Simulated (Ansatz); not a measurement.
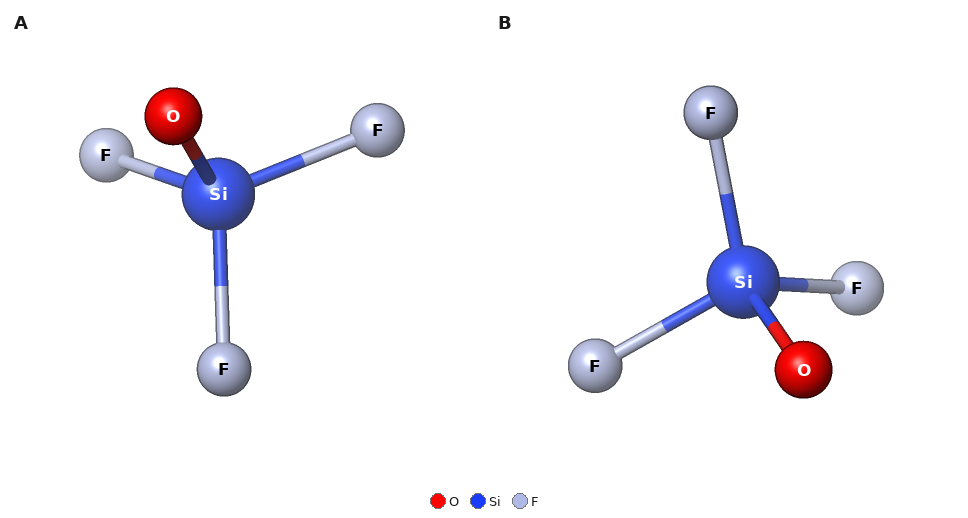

Distant atoms are faded towards the background colour. The species is neutral and a spin doublet. Computed geometry: PBE-D4/def2-SVP optimisation. No frequency run is at hand to confirm it as a minimum.

Can A be turned into B by a rotation alone?

Answer. Yes. They are the same structure, F3OSi ([O][Si](F)(F)F), seen from two directions. With point group Cs it is achiral, so its mirror image would be the same too.
